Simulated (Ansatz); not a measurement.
**Si₂H₄S (SMILES [SiH3][SiH]=S): energies and forces away from the minimum**

How good are functionals off equilibrium? 2 randomly displaced structures are computed with CCSD(T) and cheaper methods.

Method: single points with forces in def2-TZVPP; program: Ansatz 0.2.0, Gaussian basis.

Levels: PBE-D4, r2SCAN-D4, PBE0-D4, wB97M-V, Hartree-Fock, MP2, CCSD, CCSD(T). Each coordinate is moved by a Gaussian draw of the width named (0.7 of it for atoms other than hydrogen): 0.12, 0.06 Å.

Cores are frozen in the correlated methods.

13 further runs of the same task are left out: 13 set aside as unsound or not needed.

### 1 Starting geometry

The minimum, relaxed at PBE0-D4: SMILES `[SiH3][SiH]=S`, 7 atoms, charge 0, spin multiplicity 1.

Atoms are counted from 1 here; the program's logs count them from 0.

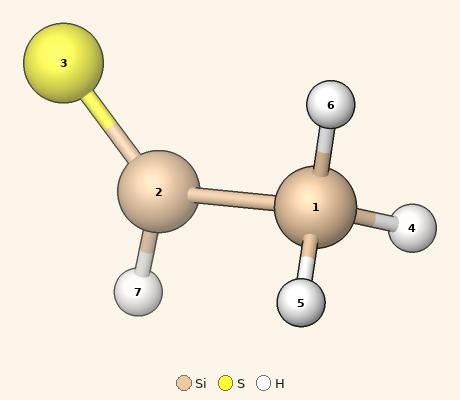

As it starts; silicon light orange, sulfur yellow, hydrogen white; atoms are numbered from 1 in the order of the file.

As a file:

| atom | x (Å) | y (Å) | z (Å) |
| --- | --- | --- | --- |
| Si1 | -0.8375 | 0.5269 | -0.3154 |
| Si2 | 1.0566 | -0.6831 | 0.3466 |
| S3 | 1.8253 | -0.6539 | 2.1359 |
| H4 | -1.8654 | -0.4283 | -0.8100 |
| H5 | -0.4572 | 1.4353 | -1.4307 |
| H6 | -1.3566 | 1.3027 | 0.8355 |
| H7 | 1.6348 | -1.4997 | -0.7619 |

Energies of the minimum (eV), from earlier single points: PBE-D4 -26643.83962, r2SCAN-D4 -26654.40197, PBE0-D4 -26646.22381, B3LYP-D4 -26658.59893, wB97M-V -26654.51369, CCSD(T) -26619.26633.

### 2 Structure 1, width 0.12 Å

Contents of ccsdt-tzvpp/in.yaml:

```yaml
crystal:
  periodic: [false, false, false]
  atoms:
    - {symbol: Si, position_ang: [-0.790686, 0.350314, -0.329068]}
    - {symbol: Si, position_ang: [0.988975, -0.673962, 0.226175]}
    - {symbol: S, position_ang: [1.753277, -0.533106, 2.104592]}
    - {symbol: H, position_ang: [-1.912319, -0.374500, -0.908948]}
    - {symbol: H, position_ang: [-0.367877, 1.348363, -1.427923]}
    - {symbol: H, position_ang: [-1.326443, 1.327071, 0.623524]}
    - {symbol: H, position_ang: [1.664459, -1.274531, -0.905400]}
basis:
  gaussian: {orbitals: def2-TZVPP}
correlation: {method: ccsd_t}
output: {forces: true}
```

The command line of these runs was not kept.

Standard output, shortened:

```text
Functional definition: HF
  name "HF"
  cite "Fock, Z. Phys. 61, 126 (1930) doi:10.1007/BF01340294"
  parent pbe
[...]
1029 factors; integrals over basis functions are off by at most 8.4e-4 eV
[...]
mean field -26605.41347481 eV, -977.7309114024 hartree, gradient 2.2e-6 eV, S^2 0.000000; 0 other end points of the search recorded, 0 dependent functions left out; unrestricted orbitals would lower it
15 core orbitals not correlated: weight in the atoms' cores, before any rotation towards them, 1.000 or more for the frozen orbitals, at most 0.000 for the correlated occupied ones
reference -26605.41347481 eV, -977.7309114024 hartree; 9, 9 occupied and 158, 158 virtual orbitals, 1029 factors
second order -11.29884543 eV of doubles, -0.00000000 eV of singles
cycle   1  -12.12715124 eV  change   -8.3e-1 eV  update   1.1e-1
[...]
cycle  13  -12.63801560 eV  change   -4.4e-6 eV  update   2.2e-6
perturbative correction -0.63021742 eV, -0.0231600629 hartree
[...]
working
Total energy: -26618.68170783 eV, -978.2185099723 hartree
Atom 0 at    -0.790686     0.350314    -0.329068 Å, force    -2.526661     3.111485    -1.735603 eV/Å
Atom 1 at     0.988975    -0.673962     0.226175 Å, force     2.970307    -1.023460     2.965257 eV/Å
Atom 2 at     1.753277    -0.533106     2.104592 Å, force    -0.563693    -0.220962    -1.580800 eV/Å
Atom 3 at    -1.912319    -0.374500    -0.908948 Å, force    -0.252925    -0.549613    -0.132924 eV/Å
Atom 4 at    -0.367877     1.348363    -1.427923 Å, force     0.028258    -0.735412     0.335283 eV/Å
Atom 5 at    -1.326443     1.327071     0.623524 Å, force    -0.036057    -0.173919     0.592657 eV/Å
Atom 6 at     1.664459    -1.274531    -0.905400 Å, force     0.380771    -0.408119    -0.443871 eV/Å
Dipole moment:    -0.255840    -0.104752    -0.457391 e Å
```

Wall time 2.2 min (2 threads, shared host); peak memory 2.8 GiB.

The other levels were run on the same coordinates; their logs were not kept, and their results stand in the tables.

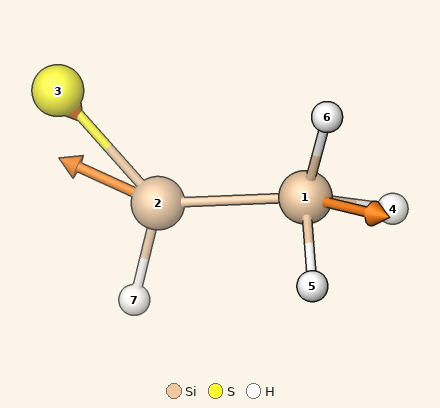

Forces at CCSD(T); the longest arrow is 4.37 eV/Å.

| method | RMS force component (eV/Å) | RMS error against CCSD(T) (eV/Å) | angle to CCSD(T) forces (°) | dipole (D) |
| --- | --- | --- | --- | --- |
| PBE-D4 | 1.263 | 0.227 | 6.9 | 2.61 |
| r2SCAN-D4 | 1.361 | 0.131 | 4.8 | 2.80 |
| PBE0-D4 | 1.419 | 0.146 | 5.9 | 2.89 |
| wB97M-V | 1.490 | 0.163 | 5.9 | 2.96 |
| CCSD(T) | 1.423 | reference | reference | 2.57 |

### 3 Structure 2, width 0.06 Å

Contents of ccsdt-tzvpp/in.yaml:

```yaml
crystal:
  periodic: [false, false, false]
  atoms:
    - {symbol: Si, position_ang: [-0.862142, 0.506464, -0.295128]}
    - {symbol: Si, position_ang: [1.101544, -0.692948, 0.371195]}
    - {symbol: S, position_ang: [1.747643, -0.640518, 2.130304]}
    - {symbol: H, position_ang: [-1.844333, -0.497482, -0.876755]}
    - {symbol: H, position_ang: [-0.560658, 1.465145, -1.387690]}
    - {symbol: H, position_ang: [-1.358414, 1.252550, 0.831238]}
    - {symbol: H, position_ang: [1.662729, -1.406192, -0.803088]}
basis:
  gaussian: {orbitals: def2-TZVPP}
correlation: {method: ccsd_t}
output: {forces: true}
```

Standard output, shortened:

```text
[... 4 set-up lines as earlier in the session ...]
[...]
1028 factors; integrals over basis functions are off by at most 7.6e-4 eV
[...]
mean field -26606.05019753 eV, -977.7543105308 hartree, gradient 9.6e-7 eV, S^2 0.000000; 0 other end points of the search recorded, 0 dependent functions left out
15 core orbitals not correlated: weight in the atoms' cores, before any rotation towards them, 1.000 or more for the frozen orbitals, at most 0.000 for the correlated occupied ones
reference -26606.05019753 eV, -977.7543105308 hartree; 9, 9 occupied and 158, 158 virtual orbitals, 1028 factors
second order -11.09711344 eV of doubles, -0.00000000 eV of singles
cycle   1  -11.98526338 eV  change   -8.9e-1 eV  update   9.3e-2
[...]
cycle  12  -12.45250963 eV  change   -2.4e-6 eV  update   1.8e-6
perturbative correction -0.57785894 eV, -0.0212359242 hartree
[...]
working
Total energy: -26619.08056609 eV, -978.2331677431 hartree
Atom 0 at    -0.862142     0.506464    -0.295128 Å, force     0.338237    -0.890959    -0.899791 eV/Å
Atom 1 at     1.101544    -0.692948     0.371195 Å, force    -1.674074     0.466944    -2.886876 eV/Å
Atom 2 at     1.747643    -0.640518     2.130304 Å, force     1.169999    -0.072237     2.695292 eV/Å
Atom 3 at    -1.844333    -0.497482    -0.876755 Å, force     0.276690     0.425508     0.386110 eV/Å
Atom 4 at    -0.560658     1.465145    -1.387690 Å, force     0.102446    -0.038586     0.004173 eV/Å
Atom 5 at    -1.358414     1.252550     0.831238 Å, force    -0.413097     0.257806     0.620551 eV/Å
Atom 6 at     1.662729    -1.406192    -0.803088 Å, force     0.199798    -0.148477     0.080542 eV/Å
Dipole moment:    -0.214433     0.024687    -0.414777 e Å
```

Run time: 2.2 min. Hardware: 2 threads, shared host; peak memory 2.8 GiB.

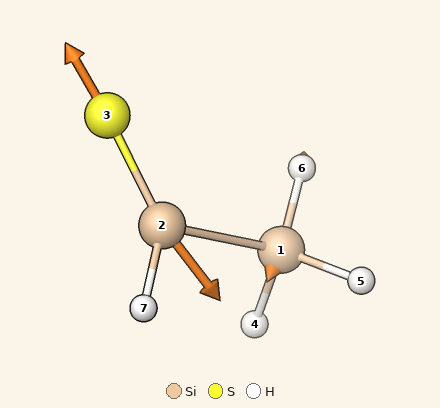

Forces at CCSD(T); the longest arrow is 3.37 eV/Å.

| method | RMS force component (eV/Å) | RMS error against CCSD(T) (eV/Å) | angle to CCSD(T) forces (°) | dipole (D) |
| --- | --- | --- | --- | --- |
| PBE-D4 | 1.045 | 0.130 | 7.1 | 2.15 |
| r2SCAN-D4 | 0.965 | 0.102 | 3.8 | 2.31 |
| PBE0-D4 | 0.925 | 0.146 | 5.1 | 2.40 |
| wB97M-V | 0.897 | 0.165 | 4.6 | 2.43 |
| CCSD(T) | 1.042 | reference | reference | 2.25 |

### 4 All structures together

Energy above the minimum (kJ/mol):

| structure | width (Å) | PBE-D4 | r2SCAN-D4 | PBE0-D4 | wB97M-V | Hartree-Fock | MP2 | CCSD | CCSD(T) |
| --- | --- | --- | --- | --- | --- | --- | --- | --- | --- |
| 1 | 0.12 | 51.4 | 53.8 | 56.3 | 56.9 | 73.7 | 58.4 | 59.8 | 56.4 |
| 2 | 0.06 | 18.7 | 16.5 | 15.5 | 14.2 | 12.3 | 16.5 | 16.2 | 17.9 |

What each level costs and misses (shared host):

| method | mean energy error from CCSD(T) (kJ/mol) | mean time a point |
| --- | --- | --- |
| PBE-D4 | 2.9 | 2 s |
| r2SCAN-D4 | 2.0 | 4.4 s |
| PBE0-D4 | 1.3 | 3.3 s |
| wB97M-V | 2.1 | 10 s |
| Hartree-Fock | 11.5 | part of the CCSD(T) run |
| MP2 | 1.7 | part of the CCSD(T) run |
| CCSD | 2.5 | part of the CCSD(T) run |
| CCSD(T) | 0 | 2.2 min |

The best functional, PBE0-D4, misses by 1.3 kJ/mol and takes 3.3 s a point, against 2.2 min for CCSD(T).

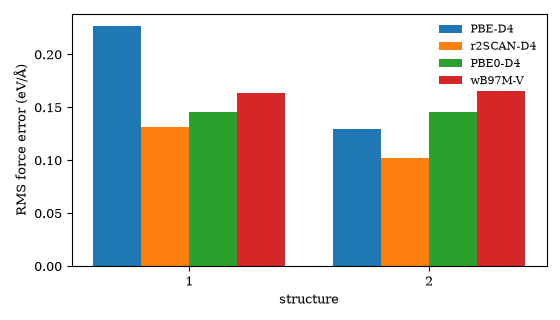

Force errors against CCSD(T).

### 5 Outcome

| quantity | value |
| --- | --- |
| energy above the minimum, CCSD(T) | 56.4, 17.9 kJ/mol |
| mean energy error | PBE-D4 2.9, r2SCAN-D4 2.0, PBE0-D4 1.3, wB97M-V 2.1, Hartree-Fock 11.5, MP2 1.7, CCSD 2.5 kJ/mol |
| mean RMS force error | PBE-D4 0.179, r2SCAN-D4 0.116, PBE0-D4 0.146, wB97M-V 0.164 eV/Å |
| largest T1 diagnostic | 0.021 |

In words: PBE0-D4 gives the best energies and Hartree-Fock the worst. For forces r2SCAN-D4 is best, off by 9 % of the typical force, and PBE-D4 worst (14 %); with few structures and a triple-zeta reference, gaps of a few points rank nothing. The restricted Hartree–Fock reference is unstable towards an unrestricted one at one or more of these structures.
